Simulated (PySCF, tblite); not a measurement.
**C₇H₈F₂Si: geometry, infrared bands and NMR shifts**

Wanted: the infrared bands and NMR shifts of C₇H₈F₂Si (`C[C@H]1[SiH2]C=C1C#CC(F)F`), by calculation.

Computed with tblite 0.8.0 and PySCF 2.14.0, with density-fitted response routines of our own, on a single molecule in the gas phase. Atoms count from 0, in the outputs and in this text.

### 1 The starting structure

18 atoms, charge 0, multiplicity 1; geometry from: force field or distance geometry start.

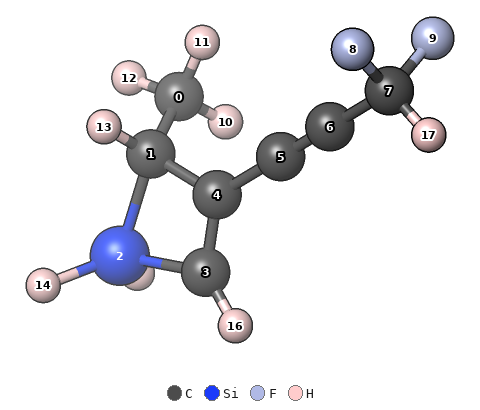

As it starts; carbon dark grey, silicon blue, fluorine light blue, hydrogen pink, atoms numbered.

### 2 Geometry optimisation with GFN2-xTB

The job: settings as JSON, then the geometry in Å.

```
{"job": {"kind": "relax", "xc": "GFN2-xTB", "basis": "xTB"}, "charge": 0, "multiplicity": 1}
C     -1.892600     1.175900     0.253800
C     -1.416600    -0.224000     0.546900
Si    -2.308700    -1.630300    -0.339100
C     -0.558500    -1.702000    -0.928000
C     -0.117800    -0.659100    -0.185000
C      1.300400    -0.045100    -0.106800
C      2.406100     0.434100    -0.040000
C      3.748600     1.006500     0.044200
F      4.183200     0.954200     1.325800
F      3.688600     2.311400    -0.304800
H     -1.942700     1.389100    -0.821900
H     -1.239600     1.916200     0.714500
H     -2.907200     1.344400     0.679600
H     -1.380300    -0.405100     1.636700
H     -2.719800    -2.770800     0.506900
H     -3.268600    -1.203200    -1.393000
H     -0.048200    -2.370800    -1.609100
H      4.464900     0.485000    -0.599100
```

On the command line:

```bash
> OMP_NUM_THREADS=1 python probes_run.py task.json out
```

The driver reads the jobs from task.json and runs them one after another.

What it wrote:

```text
step      E/eV     max force
  0    -819.63121    3.266
  1    -819.81902    3.774
  2    -819.89129    2.284
  3    -819.96919    0.628
  4    -820.00864    0.685
  5    -820.05773    0.667
  6    -820.09024    0.480
  7    -820.12753    0.491
  8    -820.15254    0.494
  9    -820.16584    0.218
 10    -820.17140    0.141
 11    -820.17395    0.094
 12    -820.17533    0.079
 13    -820.17629    0.085
 14    -820.17709    0.086
 15    -820.17807    0.095
 16    -820.17931    0.102
 17    -820.18054    0.099
 18    -820.18147    0.069
 19    -820.18216    0.062
 20    -820.18281    0.063
 21    -820.18345    0.067
 22    -820.18400    0.057
 23    -820.18444    0.048
 24    -820.18490    0.056
 25    -820.18552    0.071
 26    -820.18623    0.061
 27    -820.18686    0.062
 28    -820.18736    0.055
 29    -820.18784    0.072
 30    -820.18832    0.071
 31    -820.18870    0.045
 32    -820.18891    0.030
 33    -820.18905    0.025
 34    -820.18921    0.039
 35    -820.18941    0.043
 36    -820.18963    0.036
 37    -820.18984    0.034
 38    -820.19006    0.039
 39    -820.19031    0.045
 40    -820.19065    0.060
 41    -820.19114    0.062
 42    -820.19176    0.067
 43    -820.19241    0.058
 44    -820.19293    0.051
 45    -820.19329    0.042
 46    -820.19355    0.042
 47    -820.19378    0.040
 48    -820.19402    0.034
 49    -820.19427    0.041
 50    -820.19452    0.043
 51    -820.19477    0.036
 52    -820.19498    0.032
 53    -820.19516    0.026
 54    -820.19529    0.023
 55    -820.19538    0.017
 56    -820.19544    0.015
 57    -820.19548    0.016
 58    -820.19552    0.016
 59    -820.19558    0.018
 60    -820.19563    0.018
 61    -820.19568    0.018
 62    -820.19573    0.020
 63    -820.19579    0.020
 64    -820.19588    0.023
 65    -820.19598    0.022
 66    -820.19606    0.015
 67    -820.19609    0.013
 68    -820.19610    0.008
```

Run time: 0.94 s. Hardware: 1 thread of Arm Neoverse N1, shared host; peak memory 0.18 GiB.

The steps of the relaxation: (not every step is listed)

```csv
step,energy from step 0 (eV),largest force (eV/Å)
0,0.0000,3.2656
1,-0.1878,3.7739
2,-0.2601,2.2839
3,-0.3380,0.6283
4,-0.3774,0.6853
5,-0.4265,0.6668
6,-0.4590,0.4801
7,-0.4963,0.4905
8,-0.5213,0.4940
13,-0.5451,0.0851
18,-0.5503,0.0690
23,-0.5532,0.0485
28,-0.5562,0.0546
33,-0.5578,0.0249
38,-0.5589,0.0392
43,-0.5612,0.0583
48,-0.5628,0.0340
53,-0.5639,0.0258
58,-0.5643,0.0157
63,-0.5646,0.0205
64,-0.5647,0.0233
65,-0.5648,0.0224
66,-0.5648,0.0146
67,-0.5649,0.0132
68,-0.5649,0.0081
```

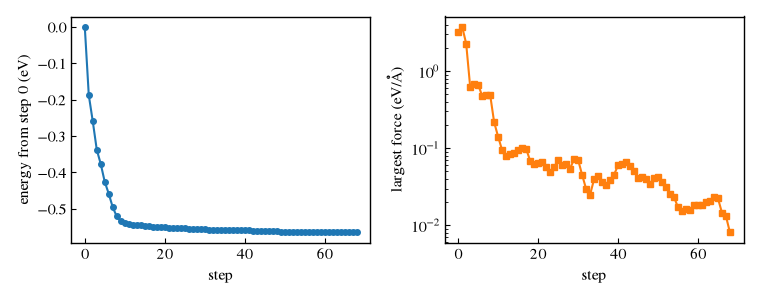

Energy and force, step by step.

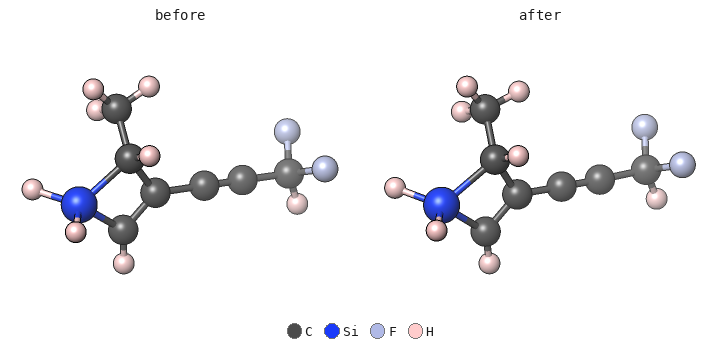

The geometry before (left) and after (right).

Distances of close pairs at the start and the end, largest changes first:

```csv
bond,before (Å),after (Å),change (Å)
C4–C5,1.547,1.399,-0.148
C1–Si2,1.886,1.940,+0.053
Si2–C3,1.848,1.889,+0.041
C1–C4,1.553,1.517,-0.036
Si2–H15,1.488,1.460,-0.028
C0–H12,1.113,1.088,-0.025
Si2–H14,1.478,1.460,-0.018
C0–C1,1.507,1.521,+0.014
```

The end geometry stands in the next job.

### 3 Infrared spectrum with GFN2-xTB

The job: settings as JSON, then the geometry in Å.

```
{"job": {"kind": "ir", "xc": "GFN2-xTB", "basis": "xTB"}, "charge": 0, "multiplicity": 1}
C     -1.715576     1.201281     0.243249
C     -1.334544    -0.242308     0.536071
Si    -2.316729    -1.662398    -0.347688
C     -0.538785    -1.751567    -0.978343
C     -0.114778    -0.712256    -0.234217
C      1.152833    -0.127778    -0.139281
C      2.241932     0.382022    -0.048127
C      3.534737     1.024264     0.090265
F      3.974932     0.981356     1.377116
F      3.473689     2.342333    -0.242682
H     -1.875252     1.346877    -0.823654
H     -0.926041     1.880817     0.563237
H     -2.631159     1.466660     0.767822
H     -1.187277    -0.358620     1.612676
H     -2.781875    -2.758615     0.497416
H     -3.332680    -1.217431    -1.296911
H      0.059242    -2.344119    -1.651952
H      4.308571     0.555800    -0.543316
```

What it wrote:

```text
mode    cm-1     km/mol
  1     -12.8      1.74
  2      51.5      0.32
  3      60.2      0.77
  4     112.7      0.08
  5     161.2      4.03
  6     187.0      1.14
  7     213.1      0.45
  8     234.2      0.56
  9     306.5      0.53
 10     329.2      7.65
 11     444.0      0.35
 12     454.3      1.32
 13     467.0      8.77
 14     487.6     44.32
 15     489.1     35.77
 16     581.7      8.58
 17     603.6    131.35
 18     609.3      9.83
 19     661.6     58.50
 20     749.9     59.36
 21     764.3    298.99
 22     787.4     66.02
 23     817.2     49.47
 24     924.3      4.71
 25     981.8    212.37
 26     996.8     10.35
 27    1031.8    126.73
 28    1072.4     54.67
 29    1124.7     16.08
 30    1144.6      2.23
 31    1163.8      2.20
 32    1239.2      8.13
 33    1245.8     23.98
 34    1280.7     53.60
 35    1295.9     25.67
 36    1412.1      1.02
 37    1499.5      2.37
 38    1506.7      2.84
 39    1591.9     10.51
 40    2280.1    471.69
 41    2288.8    212.21
 42    2332.2     45.50
 43    2845.1     31.27
 44    2944.6     45.10
 45    3007.4     29.50
 46    3022.5     42.16
 47    3029.1     28.98
 48    3080.1     46.17
```

Run time: 1.4 s. Hardware: 1 thread of Arm Neoverse N1, shared host; peak memory 0.18 GiB.

Which atoms move in the most intense modes:

```csv
cm⁻¹,km/mol,atoms
604,131.3,"H15 45 %, H14 37 %"
750,59.4,"C3 24 %, C7 17 %, H16 13 %"
764,299.0,"H15 38 %, H14 33 %"
787,66.0,"H16 66 %, C3 21 %"
982,212.4,"C7 65 %, F9 16 %, F8 16 %"
1032,126.7,"C7 35 %, F9 11 %, F8 11 %, H12 11 %"
2280,471.7,"H14 69 %, H15 27 %"
2289,212.2,"H15 70 %, H14 28 %"
```

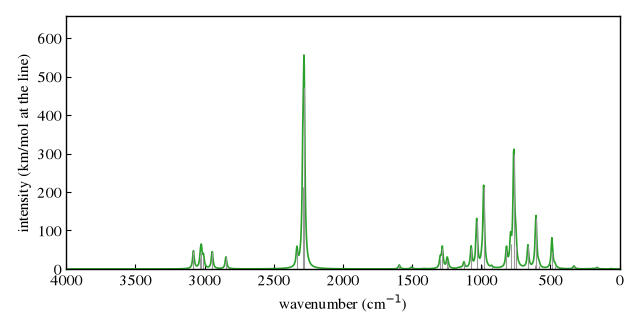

The infrared spectrum from these modes, unscaled. Lines are broadened to a width of 14 cm⁻¹ (Lorentzian).

### 4 Shielding tensors: PBE0/pcSseg-1

Settings changed since step 3:

```diff
@@ -1,2 +1,2 @@
-{"job": {"kind": "ir", "xc": "GFN2-xTB", "basis": "xTB"}, "charge": 0, "multiplicity": 1}
+{"job": {"kind": "nmr", "xc": "PBE0", "basis": "pcSseg-1"}, "charge": 0, "multiplicity": 1}
 C     -1.715576     1.201281     0.243249
```

Level: GIAO PBE0/pcSseg-1 NMR shielding, non-relativistic, gas phase.

What it wrote:

```text
coarse grid: 16360 points
cycle   1  E = -759.7351353214  dE =  1.504e+00  |g| = 7.885e-01  |ddm| = 4.300e+00
cycle   2  E = -759.6203877853  dE =  1.147e-01  |g| = 1.138e+00  |ddm| = 1.939e+00
cycle   3  E = -759.8461291737  dE = -2.257e-01  |g| = 1.911e-01  |ddm| = 1.269e+00
cycle   4  E = -759.8535849837  dE = -7.456e-03  |g| = 8.510e-02  |ddm| = 2.582e-01
cycle   5  E = -759.8552459017  dE = -1.661e-03  |g| = 2.216e-02  |ddm| = 8.237e-02
cycle   6  E = -759.8553546694  dE = -1.088e-04  |g| = 5.677e-03  |ddm| = 3.607e-02
cycle   7  E = -759.8553613591  dE = -6.690e-06  |g| = 2.698e-03  |ddm| = 9.575e-03
final grid: 156568 points
cycle   8  E = -759.9282212690  dE = -3.734e-05  |g| = 9.181e-03  |ddm| = 8.949e-02
cycle   9  E = -759.9281903307  dE =  3.094e-05  |g| = 1.443e-02  |ddm| = 3.030e-02
cycle  10  E = -759.9282418672  dE = -5.154e-05  |g| = 2.002e-03  |ddm| = 1.929e-02
cycle  11  E = -759.9282427940  dE = -9.268e-07  |g| = 5.265e-04  |ddm| = 2.237e-03
cycle  12  E = -759.9282428431  dE = -4.912e-08  |g| = 2.407e-04  |ddm| = 6.705e-04
cycle  13  E = -759.9282428547  dE = -1.162e-08  |g| = 9.479e-05  |ddm| = 2.923e-04
cycle  14  E = -759.9282428570  dE = -2.304e-09  |g| = 1.553e-05  |ddm| = 1.084e-04
cycle  15  E = -759.9282428571  dE = -5.662e-11  |g| = 4.195e-06  |ddm| = 2.102e-05
converged SCF energy = -759.9282428571

GIAO shielding tensors (ppm)
atom      isotropic    diamagn.    paramagn.     s11        s22        s33       span
  0 C      167.559     246.134     -78.575    156.088    162.926    183.663     27.575
  1 C      151.166     248.873     -97.707    136.763    145.713    171.023     34.260
  2 Si     387.282     881.136    -493.854    349.212    388.994    423.639     74.427
  3 C       31.818     251.927    -220.109    -81.404     19.334    157.524    238.928
  4 C       30.197     265.361    -235.165    -79.643     31.653    138.580    218.223
  5 C       96.233     244.946    -148.712      7.987     20.236    260.478    252.491
  6 C       92.868     263.068    -170.200     26.422     33.862    218.322    191.900
  7 C       75.786     241.020    -165.234     56.700     72.038     98.619     41.918
  8 F      295.540     472.054    -176.514    168.943    341.808    375.869    206.927
  9 F      295.455     472.978    -177.523    169.207    341.670    375.489    206.282
 10 H       30.705      30.349       0.355     27.376     29.013     35.724      8.348
 11 H       29.781      30.278      -0.497     25.124     28.744     35.475     10.350
 12 H       30.385      28.576       1.809     26.169     27.768     37.216     11.047
 13 H       29.227      31.285      -2.058     26.416     28.099     33.166      6.750
 14 H       26.816      29.159      -2.343     23.898     24.751     31.799      7.901
 15 H       27.163      29.389      -2.226     24.207     25.631     31.650      7.443
 16 H       24.910      32.463      -7.553     22.271     24.815     27.645      5.374
 17 H       24.860      26.702      -1.842     22.496     23.302     28.782      6.286
```

Wall time 78 s (1 thread of Arm Neoverse N1, shared host); peak memory 0.96 GiB.

Shifts follow as δ = σ(reference) − σ, with reference shieldings (ppm) from runs at the same level and on the same kind of geometry: 1H TMS 31.72, 13C TMS 186.9, 29Si TMS 349.2, 19F CFCl3 170.9. The references are single molecules in the gas phase, so shifts against H2O, NH3, PH3, H3PO4 or CFCl3 are not on the usual liquid scales and can be off by tens of ppm. Atoms listed in one row are averaged.

```csv
atoms,environment,σ (ppm),δ (ppm),δ scaled to CDCl3
C4,fully substituted alkene carbon,30.2,156.7,151.1
C3,alkene CH,31.8,155.1,149.5
C7,propargylic sp3 CH bonded to 2 F,75.8,111.1,106.6
C6,alkyne carbon,92.9,94.1,89.9
C5,alkyne carbon,96.2,90.7,86.6
C1,allylic sp3 CH bonded to Si,151.2,35.8,33.0
C0,methyl carbon,167.6,19.4,17.0
H17,hydrogen on a propargylic sp3 CH bonded to 2 F,24.86,6.86,6.57
H16,hydrogen on an alkene CH,24.91,6.81,6.52
H14,"hydrogen on a silicon bonded to 2 C, in a 4-membered ring",26.82,4.90,–
H15,"hydrogen on a silicon bonded to 2 C, in a 4-membered ring",27.16,4.55,–
H13,hydrogen on an allylic sp3 CH bonded to Si,29.23,2.49,2.45
"H10, H11, H12",hydrogen on a methyl carbon,30.29,1.43,1.45
Si2,"silicon bonded to 2 C, 2 H, in a 4-membered ring",387.3,-38.1,–
F9,fluorine of a CF2 group,295.5,-124.5,–
F8,fluorine of a CF2 group,295.5,-124.6,–
```

The scaled column applies a straight-line fit of computed shieldings to shifts measured in CDCl3, and one for carbons that bear F (root-mean-square error 0.16 ppm for H, 1.9 ppm for C).

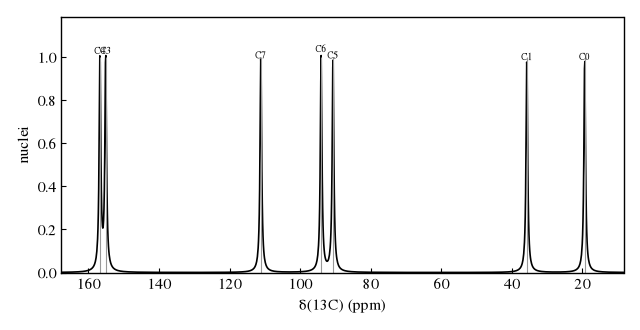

13C lines at the computed shifts, without couplings. Lines are broadened to a width of 0.55 ppm (Lorentzian).

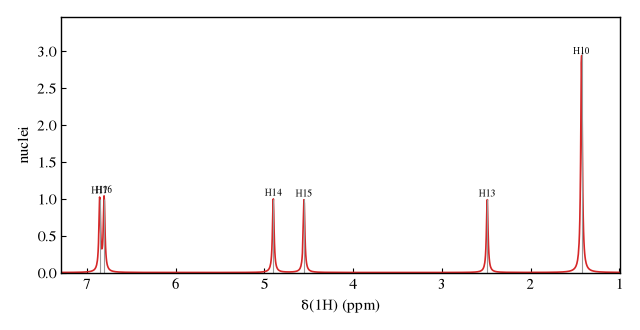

1H lines at the computed shifts, without couplings. Lines are broadened to a width of 0.02 ppm (Lorentzian).

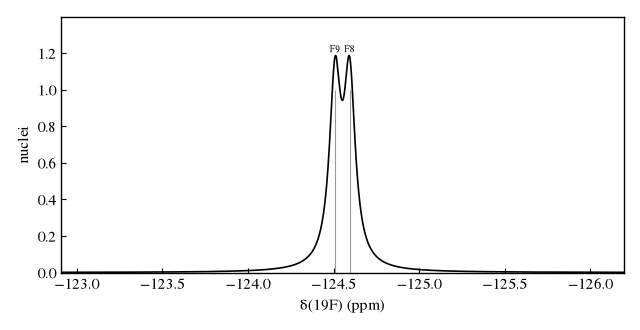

19F lines at the computed shifts, without couplings. Lines are broadened to a width of 0.08 ppm (Lorentzian).

The run also stored atomic charges by several schemes (e):

```csv
atoms,Mulliken,IAO,Hirshfeld,ESP fit
C0,-0.21,-0.42,-0.12,-0.39
C1,-0.49,-0.35,-0.10,0.02
Si2,0.69,0.74,0.35,0.42
C3,-0.28,-0.40,-0.13,-0.39
C4,-0.28,0.00,0.02,0.07
C5,0.45,0.00,-0.01,-0.05
C6,-0.36,-0.09,-0.06,-0.14
C7,0.53,0.44,0.16,0.40
F8,-0.29,-0.29,-0.11,-0.21
F9,-0.29,-0.30,-0.11,-0.21
```

Hirshfeld charges:

C0 -0.12; C1 -0.10; Si2 0.35; C3 -0.13; C4 0.02; C5 -0.01; C6 -0.06; C7 0.16; F8 -0.11; F9 -0.11; H10 0.04; H11 0.04; H12 0.04; H13 0.04; H14 -0.07; H15 -0.07; H16 0.04; H17 0.06

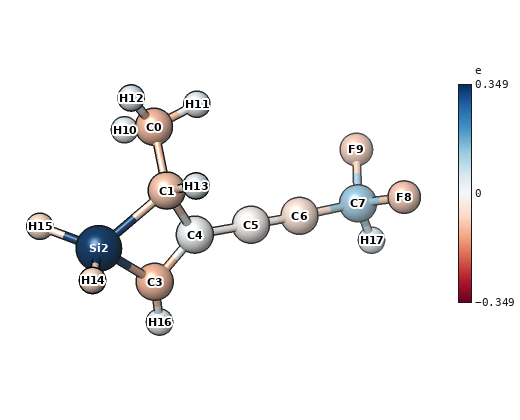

Hirshfeld charges, as colours on the atoms.

Mayer bond orders: C0–C1 1.03, C1–Si2 0.88, Si2–C3 0.93, C3–C4 1.73, C4–C5 1.00, C5–C6 2.05, C6–C7 1.18, C7–F8 0.94, C7–F9 0.94, C4–C1 0.97.

Ring of atoms C1, Si2, C3, C4: NICS(0) 0.4, NICS(1) -2.4, NICS(1)zz 3.0 ppm (means of both faces).

### 5 What came out

```
                                                              quantity                                            value
                             strongest single infrared mode (GFN2-xTB)                            2280 cm⁻¹, 472 km/mol
                                          zero-point energy (GFN2-xTB)                                    77.1 kcal/mol
                                13C shifts against TMS (PBE0/pcSseg-1)  156.7, 155.1, 111.1, 94.1, 90.7, 35.8, 19.4 ppm
1H shifts against TMS (PBE0/pcSseg-1, means over atoms taken as alike)           6.86, 6.81, 4.90, 4.55, 2.49, 1.43 ppm
                               29Si shifts against TMS (PBE0/pcSseg-1)                                        -38.1 ppm
                              19F shifts against CFCl3 (PBE0/pcSseg-1)                               -124.5, -124.6 ppm
```

**Reading.** Relaxing lowered the energy by 0.565 eV in 68 steps; the close pair that moved most is C4–C5, from 1.547 to 1.399 Å. The lowest mode is slightly imaginary (13i cm⁻¹), a soft motion within the noise of the Hessian, so the minimum is not strictly shown. The strongest single mode, at 2280 cm⁻¹, moves mainly H14. GFN2-xTB is a fitted tight-binding method: band positions and strengths are rough. Its intensities can rank the bands wrongly. The most deshielded hydrogen is H17 (hydrogen on a propargylic sp3 CH bonded to 2 F), at 6.86 ppm: its carbon carries F, which withdraws density. At PBE0/pcSseg-1: The largest span, 252 ppm, is at C5, where the paramagnetic term is -149 ppm.
